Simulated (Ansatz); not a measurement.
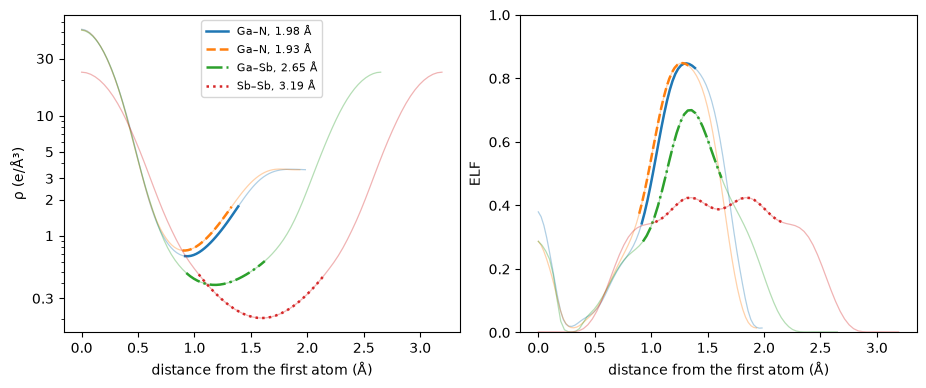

Figure. Ga4SbN3. Valence pseudo-density and ELF along straight lines between neighbouring atoms. Thin, pale parts lie inside the atomic spheres.

Space group Pmm2; started from the ordered alloy on zincblende lattice prototype, which need not be the ambient phase; computed pressure about 4 GPa in this cell.

Theory: DFT, PBE, plane waves, PAW in Ansatz.

In a PAW calculation such maps are meaningful between the atoms, not at the nuclei.

Question: Compare the contacts.

Answer: Ga–N (1.98 Å): the density is about 0.69 e/Å³ at the midpoint; the ELF peaks at about 0.85 in the valence shell of N, 0.7 Å from its nucleus, and is about 0.45 at the midpoint.
Ga–N (1.93 Å): the density is about 0.77 e/Å³ at the midpoint; the ELF peaks at about 0.85 in the valence shell of N, 0.7 Å from its nucleus, and is about 0.50 at the midpoint.
Ga–Sb (2.65 Å): ρ is about 0.41 e/Å³ halfway; the ELF peaks at about 0.70 between the atoms.
Sb–Sb (3.19 Å): the density is about 0.21 e/Å³ at the midpoint; the ELF is about 0.40 at the midpoint.
